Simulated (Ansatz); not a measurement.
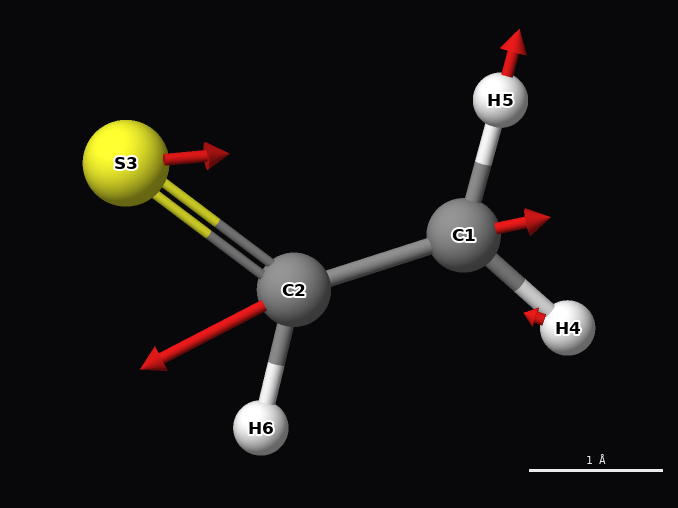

Arrows show the forces on the atoms, 0.5 Å of arrow for 1 eV/Å; forces under a tenth of the largest aren't drawn. Charge +1, singlet. Level of theory: PBE0-D4/def2-TZVPP (Ansatz 0.2.0).

On which atom is the force largest, and how large is it?

Answer. On C2: 2.12 eV/Å.

Along which bond is the force strongest?

Answer. C1–C2, now 1.370 Å: the forces push its atoms apart, so a first step downhill lengthens it.

List the force components in the frame of the picture (x right, y up, z towards the viewer), in eV/Å.

```tsv
atom	Fx	Fy	Fz
C1	0.83	0.17	0.13
C2	−1.88	−0.98	0.04
S3	1.00	0.09	−0.19
H4	−0.31	0.11	−0.01
H5	0.19	0.72	0.03
H6	0.17	−0.12	0.02
```
